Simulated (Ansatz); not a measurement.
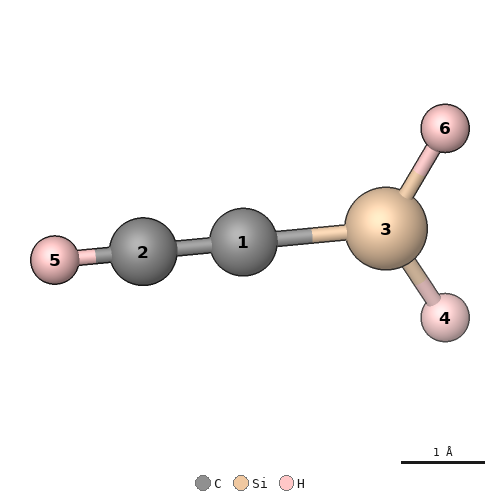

Orthographic view. Atoms fade into the background with distance from the viewer. The species has charge +1 and is a spin singlet. The computed structure is the end point of a PBE-D4/def2-SVP optimisation. No frequency run is at hand to confirm it as a minimum.

List all interatomic distances (Å) as a matrix.

```tsv
atom	C1	C2	Si3	H4	H5	H6
C1	0.00					
C2	1.24	0.00				
Si3	1.76	3.00	0.00			
H4	2.81	3.95	1.49	0.00		
H5	2.33	1.09	4.09	4.99	0.00	
H6	2.81	3.95	1.49	2.60	4.99	0.00
```
